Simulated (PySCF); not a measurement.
```yaml
atoms:
  - { symbol: O, position_ang: [0.8096, -1.6357, -0.6774] }
  - { symbol: C, position_ang: [1.0473, -0.4949, -0.0976] }
  - { symbol: B, position_ang: [-0.4150, 0.3293, 0.0969] }
  - { symbol: O, position_ang: [-1.5369, -0.2425, -0.3330] }
  - { symbol: O, position_ang: [-0.3511, 1.5224, 0.6824] }
  - { symbol: H, position_ang: [1.4297, -0.5663, 0.9402] }
  - { symbol: H, position_ang: [1.6543, 0.2170, -0.6921] }
  - { symbol: H, position_ang: [-1.4401, -1.1086, -0.7383] }
  - { symbol: H, position_ang: [-1.1843, 1.9853, 0.7939] }
```

Geometry: GFN2-xTB.

All numbers below come from UKS B3LYP, pcH-1 on B C H O, non-relativistic, mean-field spin-orbit, GIAO (PySCF).

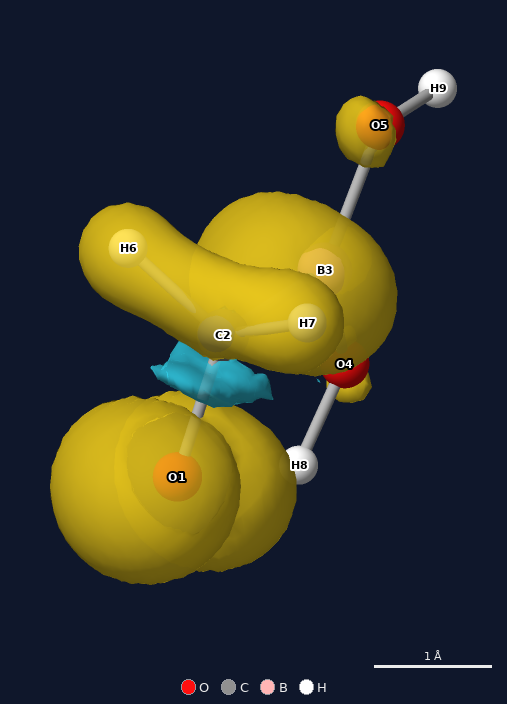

CH$_{4}$BO$_{3}$ (doublet). Isosurfaces of the spin density (α minus β) at +0.02 (yellow) and −0.02 e/Å³ (cyan), seen at an oblique angle.

Which atoms carry the spin?

Answer. The unpaired spin (1 electron) lies mostly on O1 (about 0.7), B3 (about 0.1) and C2 (about 0.1), in electrons by Hirshfeld's partition.
